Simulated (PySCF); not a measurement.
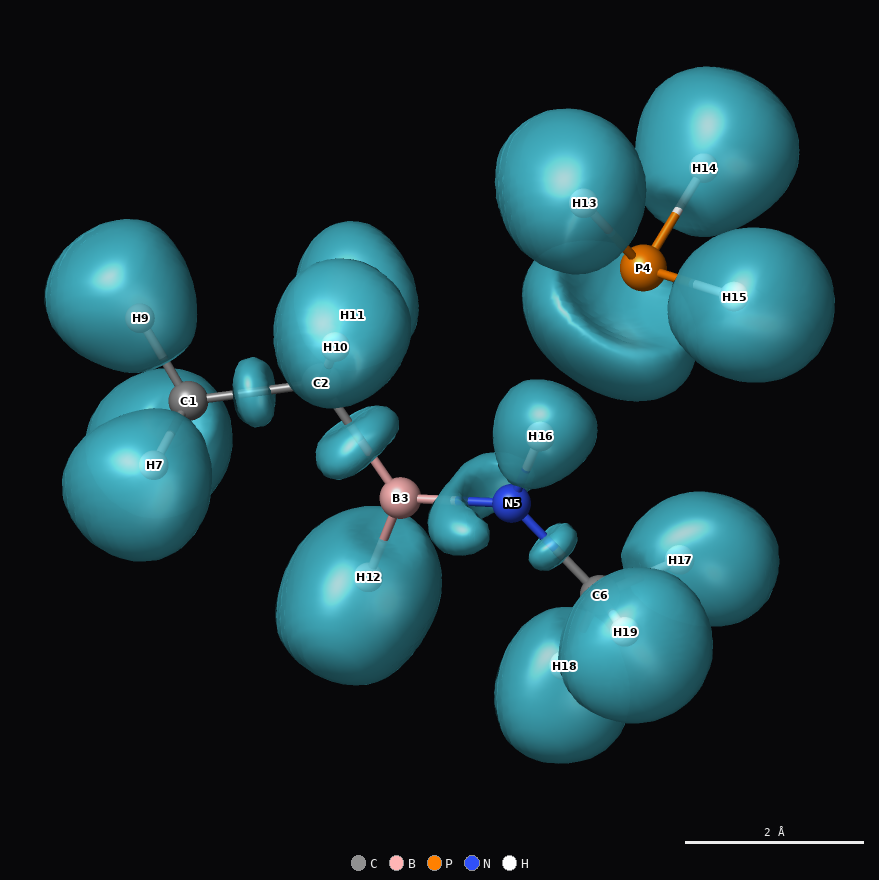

Figure. C3H13BNP. Isosurface of the electron localisation function at 0.85 (cyan), seen across its widest extent. Core shells and regions of very low density are left out.

Geometry: GFN2-xTB; at this geometry the atoms fall into two loosely joined parts.

These are results of PySCF, wB97X-D/def2-SVPD, SCF density, gas phase, not measurements.

```xyz
19

C     2.7687    0.5173    1.0548
C     1.3250    0.0654    0.8311
B     0.5885    0.7519   -0.4033
P    -1.6154   -2.3500   -0.1642
N    -0.7913    0.7607   -0.4368
C    -1.6537    1.2530   -1.4843
H     2.8024    1.5805    1.2837
H     3.3630    0.3458    0.1604
H     3.2309   -0.0234    1.8805
H     0.7638    0.2138    1.7588
H     1.3288   -1.0170    0.6575
H     1.1772    1.2280   -1.2991
H    -1.4032   -2.2550    1.2043
H    -2.0187   -3.6744   -0.0549
H    -2.9253   -1.9016   -0.0411
H    -1.3174    0.3687    0.3339
H    -2.2528    0.4404   -1.9080
H    -1.0454    1.6843   -2.2761
H    -2.3348    2.0210   -1.1047
```

What do the ELF domains correspond to?

Answer. The ELF exceeds this value in one region between bonded B–C atoms (shared pairs), one region between bonded B–N atoms (shared pairs), one region between bonded C–C atoms (shared pairs), one region between bonded C–N atoms (shared pairs), 13 regions around hydrogen nuclei and one lobe on P, pointing away from the bonds (lone pairs).

Values along the shortest contacts:
B–N (1.38 Å): the ELF peaks at about 0.95 between the atoms (a short, strongly polar bond). C–N (1.44 Å): the ELF peaks at about 0.95 between the atoms, as expected for a shared electron pair.
